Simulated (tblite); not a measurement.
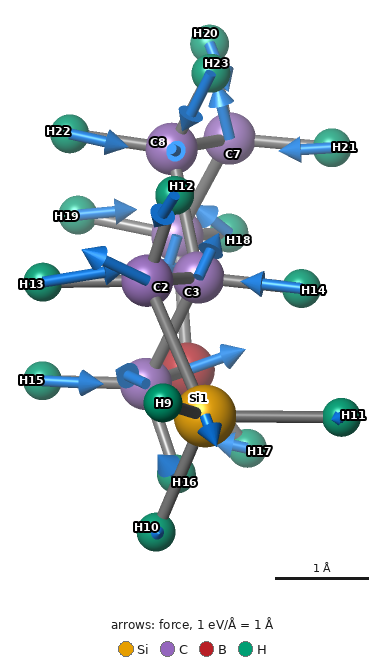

Starting geometry of C$_{6}$H$_{15}$BSi with the computed forces as blue arrows. Style: ball-and-stick. Shown from a free direction.

Level of theory: GFN2-xTB geometry optimisation, gas phase (tblite 0.8.0). 

> What follows when this structure is relaxed?

It isn't relaxed: the largest force vector, on an H atom, is 0.92 eV/Å. The final displacements have little in common with the starting forces (cosine between the two patterns 0.17). The atom that moves furthest after the best rigid fit is an H atom (0.86 Å). Largest moves by element: H 0.86 Å, C 0.19 Å, B 0.11 Å, Si 0.05 Å. Among the contacts that change: C–H 1.125 → 1.094 Å, C–C 1.555 → 1.532 Å, C–Si 1.885 → 1.902 Å, B–C 1.588 → 1.571 Å. Bond angles that change, for instance: B–C–C 109.7° → 114.5°, C–C–B 111.3° → 116.1°, H–C–H 108.5° → 104.9°. Groups turn about B–C by about 35°, B–C by about 35°. After 72 geometry steps the energy has fallen by 0.261 eV. The run took 1.9 s on 1 thread of Intel(R) Xeon(R) Processor @ 2.50GHz, on a shared host.
